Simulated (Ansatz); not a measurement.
# CH3AlCl···H2 (doublet): what the fields show

| atom | x (Å) | y (Å) | z (Å) |
| --- | --- | --- | --- |
| Al | 0.0162 | 0.0150 | -0.4262 |
| H | -0.2516 | 0.0894 | 3.1535 |
| C | 1.7602 | 0.0198 | -1.3486 |
| H | 1.9211 | -0.9572 | -1.8230 |
| H | 1.7511 | 0.7797 | -2.1406 |
| H | 2.5955 | 0.2224 | -0.6714 |
| Cl | -1.6959 | -0.2570 | -1.6724 |
| H | -0.2411 | 0.0878 | 3.8980 |

Computed with Ansatz, UKS PBE0-D4/6-31G*.

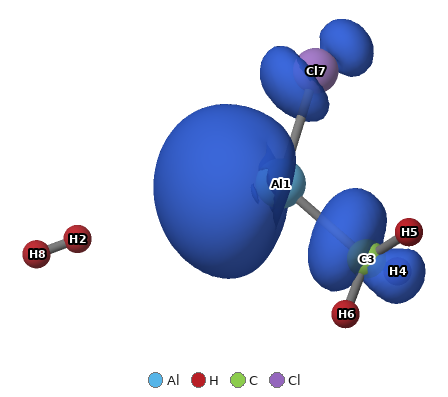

Figure 1. Isosurfaces of the spin density at +0.015 (blue) and −0.015 e/Å³ (red), seen at a tilt.

Question: Where is the unpaired spin?

Answer: The unpaired spin (1 electron) lies mostly on Al1 (about 0.7), C3 (about 0.1) and Cl7 (about 0.1), in electrons by Hirshfeld's partition.

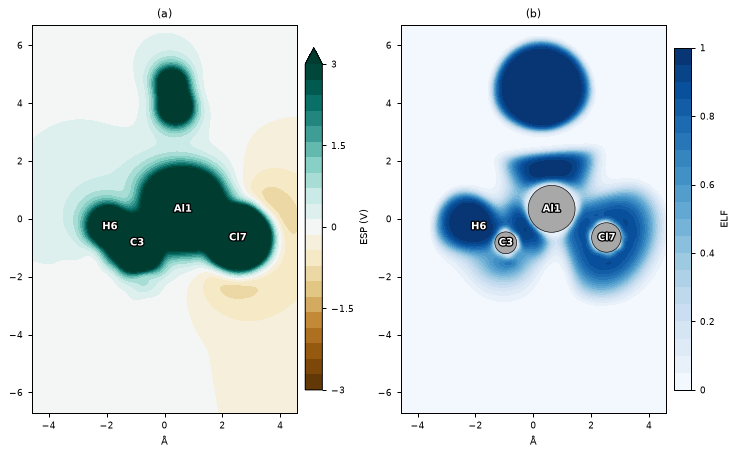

Figure 2. (a) electrostatic potential; (b) electron localisation function on the plane of atoms C3, Al1 and Cl7. Grey discs cover the atomic cores in the ELF map.

Question: What do the fields say about this system?

Answer:
- Atoms in the plane: Al, C, H and Cl.
- C–Al (1.97 Å): the ELF peaks at about 0.95 between the atoms (a polar covalent bond).
- Al–Cl (2.14 Å): the ELF peaks at about 0.85 in the valence shell of Cl, 0.9 Å from its nucleus, and is about 0.80 at the midpoint.
- C–H (1.09 Å): the ELF climbs to about 1 towards the hydrogen, as it does in any bond to H (a covalent bond by its length).
- The ELF also peaks beside Cl7 and Al1, away from the bonds: non-bonding electrons, paired or unpaired.
- Outside the dense part of the complex the potential is most negative (−0.9 V) near Cl7.

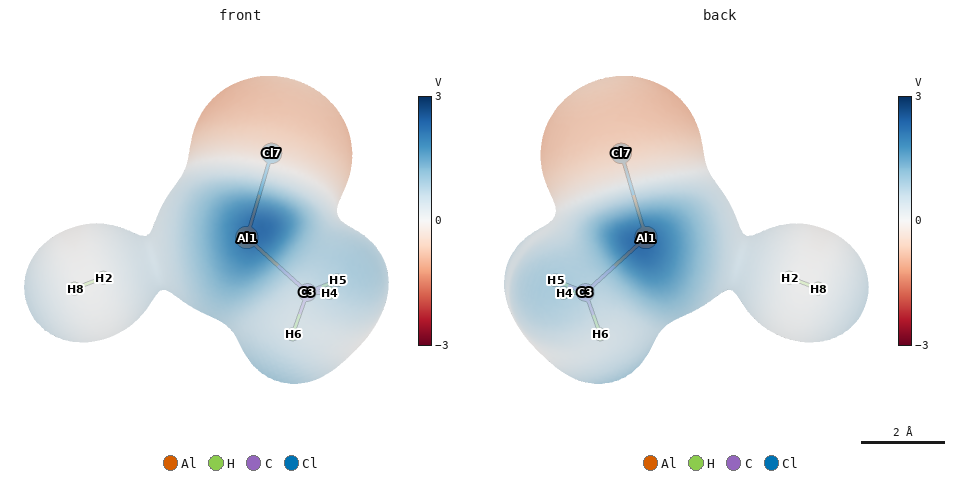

Figure 3. The molecular electrostatic potential painted on the density surface at 0.002 e/bohr³, seen from the front and from behind; red is negative and blue positive.

Question: Where is the surface potential most negative and most positive?

Answer: The most negative region (about −0.9 V, or −21 kcal/mol for a unit charge) lies over Cl7, the most positive (about +2.3 V, or +53 kcal/mol for a unit charge) over Al1.
